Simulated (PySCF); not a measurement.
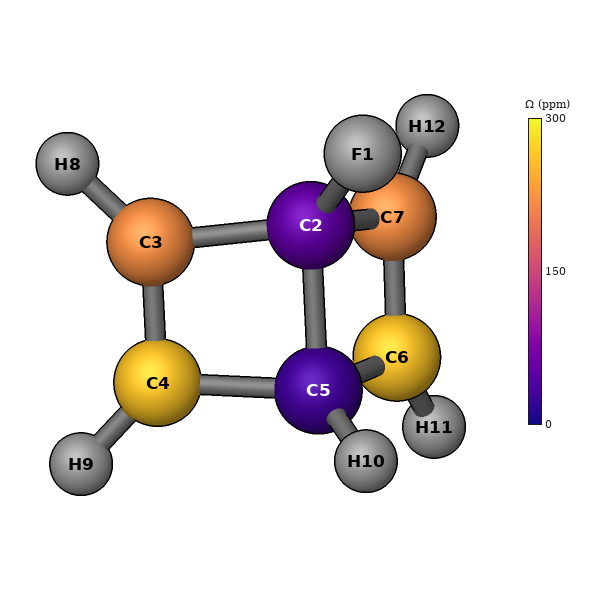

The C atoms are coloured by the span of their shielding tensor. The computed structure is the end point of a GFN2-xTB optimisation. No frequency run is at hand to confirm it as a minimum. Properties computed with GIAO PBE0/pcSseg-1 NMR shielding, non-relativistic, gas phase (PySCF 2.14.0). Principal shieldings σ11 ≤ σ22 ≤ σ33, span Ω = σ33 − σ11, skew κ = 3(σiso − σ22)/Ω.

Question: Which C atom has the most anisotropic shielding?

Answer: C4, C6, with a span of 263 ppm.

Give the shielding tensors of the C atoms.

```
  atom     σ11    σ22    σ33   σiso      Ω      κ
    C2    62.6   66.1  117.2   82.0   54.6   0.87
C3, C7   −72.8   29.6  146.7   34.5  219.5   0.07
C4, C6  −100.3   22.3  163.2   28.4  263.5   0.07
    C5   104.9  133.0  136.9  125.0   31.9  −0.76
```

Shieldings and span in ppm.
